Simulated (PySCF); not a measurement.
Molecule: Ga(Me)3(SH2), C3H11GaS, singlet. Atoms near the plane z = 0.0 Å, at the GFN2-xTB optimised geometry (x, y, z in Å): Ga1 (-0.3, 0.0, 0.0), C2 (-1.2, -1.7, -0.5), H3 (-0.7, -2.6, -0.3), H5 (-2.2, -1.7, -0.1), C6 (1.8, 0.0, 0.0), H7 (2.2, -0.9, 0.3), H8 (2.2, 0.8, 0.6), H9 (2.2, 0.2, -1.0), C10 (-1.2, 1.8, 0.0), H11 (-0.7, 2.6, 0.6), H12 (-2.2, 1.7, 0.4), H13 (-1.4, 2.2, -1.0).

Calculation: B3LYP/def2-TZVP run with PySCF 2.14.0. Cells within 0.4 Å of a nucleus heavier than hydrogen are left out (blank, or x). The values are rescaled to run from 0 to 1.

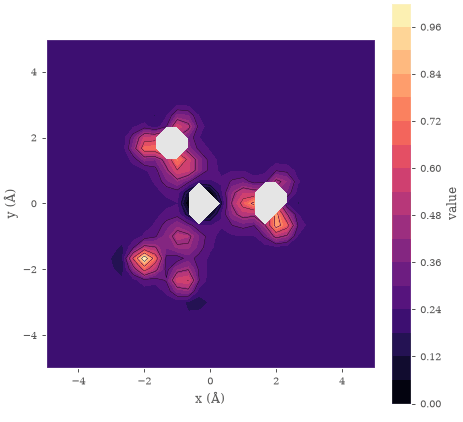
Figure. a field on the plane z = 0.0 Å.

**Question.** Which quantity is mapped?
(A) Laplacian of the electron density
(B) log10 of the electron density
(C) electrostatic potential
(D) deformation density (molecule minus spherical neutral atoms)

**Answer.** D, deformation density (molecule minus spherical neutral atoms). In full: deformation density (molecule minus spherical neutral atoms) (e/bohr³).
